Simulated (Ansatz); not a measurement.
ScAlH₆

Input

```
crystal:
  lattice:
    - [4.61912137, 0.0, 0.0]
    - [2.20583012, 4.1125164, 0.0]
    - [0.01862789, 2.5132733, 4.31815246]
  atoms:
    - { symbol: Sc, position: [0.0, 0.0, 0.0] }
    - { symbol: Al, position: [0.5, 0.0, 0.5] }
    - { symbol: H, position: [0.75478989, 0.85822676, 0.2459348] }
    - { symbol: H, position: [0.24521011, 0.14177324, 0.7540652] }
    - { symbol: H, position: [0.59266468, 0.5261187, 0.73620502] }
    - { symbol: H, position: [0.40733532, 0.4738813, 0.26379498] }
    - { symbol: H, position: [0.113017, 0.13086661, 0.24914201] }
    - { symbol: H, position: [0.886983, 0.86913339, 0.75085799] }
kpoints:
  mp_grid: { grid: [6, 6, 6] }
hamiltonian:
  xc: pbesol
scf:
  occupations: { method: fermi_dirac, width: 0.03 }
relax:
  f_tol: 0.01
  cell: {}
  max_steps: 120
output:
  write_density: true
  write_potential: true
  elf: true
  volumetric_format: npy
```

Launched as:

```sh
ansatz run input.yaml --threads 4 --pin off --max-ram 4608MiB --backend cpu --events-out ev --progress --plain --runs-dir out
```

Below, planes, directions and counts refer to the conventional cell (a = 5.84 Å, b = 5.84 Å, c = 5.66 Å, α = 90.00°, β = 89.99°, γ = 120.01°).

The fields are those of the run's last geometry, not of the input's.

Space group R-3; a structure from a database of computed crystals, not necessarily the ambient phase; started from the CuSnF6-2 prototype, which need not be the ambient phase.

The calculation used Ansatz, DFT, PBEsol, plane waves, PAW.

### What will maps of the valence pseudo-density and electron localisation function show?

Al–H (1.73 Å): ρ is about 0.34 e/Å³ halfway; the ELF climbs to about 1 towards the hydrogen.

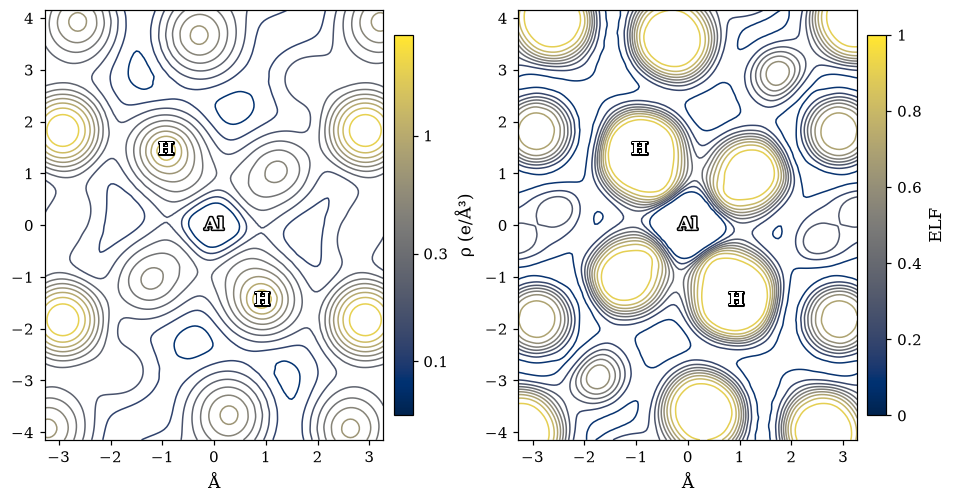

Computed valence pseudo-density and electron localisation function on the (011) plane of the conventional cell, in this order. Atoms just off the plane (Sc, 0.6 Å away and H, 0.4 Å away) can leave unmarked features too.

Core electrons are frozen (PAW), and the valence fields are smoothed inside the atomic spheres.
